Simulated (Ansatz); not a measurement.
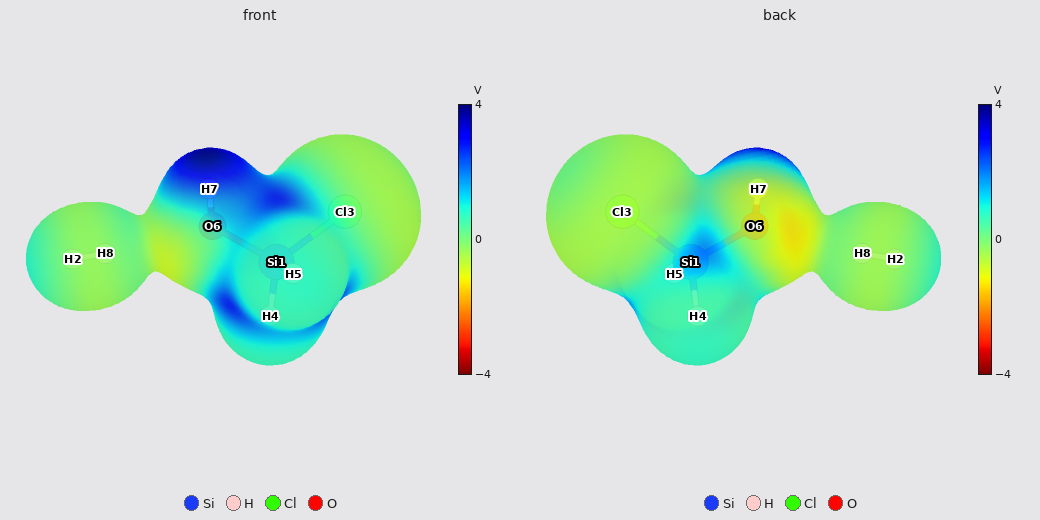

ClH$_{3}$OSi···H$_{2}$. The molecular electrostatic potential painted on the density surface at 0.004 e/bohr³, seen from the front and from behind; the colour scale runs from red (negative) to blue (positive).

Theory: RKS BHLYP/cc-pVDZ (Ansatz 0.2.0).

```xyz
8

Si    0.4555    0.2699   -0.7734
H    -0.4137    0.9265    3.7150
Cl    1.8829    0.9391   -2.1351
H    -0.7714    1.0601   -0.9583
H     0.2746   -1.1718   -1.0438
O     0.9572    0.5565    0.7847
H     1.7726    0.1499    1.0751
H    -0.1399    0.8886    3.0117
```

Which sites attract a positive test charge, and which a negative one?

A positive charge is drawn to the negative regions and a negative charge to the positive ones. The most negative region (about −1.3 V) lies over O6, the most positive (about +3.8 V) over H7. Cl3 shows a σ-hole: about +0.1 V at the tip opposite its bond, against about −0.4 V on its flanks. O6 is the likeliest acceptor of a hydrogen bond.
